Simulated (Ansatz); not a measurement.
Level of theory: PBE (plane waves to 420 eV, PAW; Ansatz, a program for electronic structure).

Host crystal: 3C silicon carbide, with a band gap (PBE, scalar-relativistic without spin-orbit coupling).

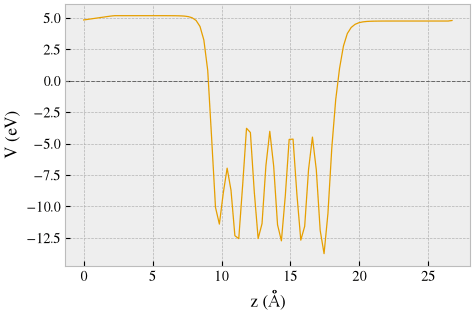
Fig. 1. Planar average of the electrostatic potential across the slab, in eV from the Fermi level, for W on the 1x1 (110) surface of 3C silicon carbide (cut with top plane C + Si), one in a 2x2 cell, started at the site 'hollow C-C-Si-Si'

Slab: 49 atoms, 7.7 Å thick at the start under the adsorbate (thin: gaps and levels are the slab's own); k 3x3x1, smearing 0.01 eV, dipole-corrected; 24 atoms held, the rest relaxed; held to the start's symmetry, so lower structures may exist; spin-polarised, ending with about 1.1 μB a cell, a value that depends on the mesh; orders that need a larger cell were not tried, no spin-orbit, no U, no dispersion correction. The slab shows no gap over 0.04 eV on its mesh. At the end it is bonded to 3 C + 4 Si. In PBE it is, or lies within 0.03 eV of, the lowest of the starts that converged.

The vacuum level lies 4.75 eV above the Fermi level over the top face and 5.18 eV above it under the bottom face.
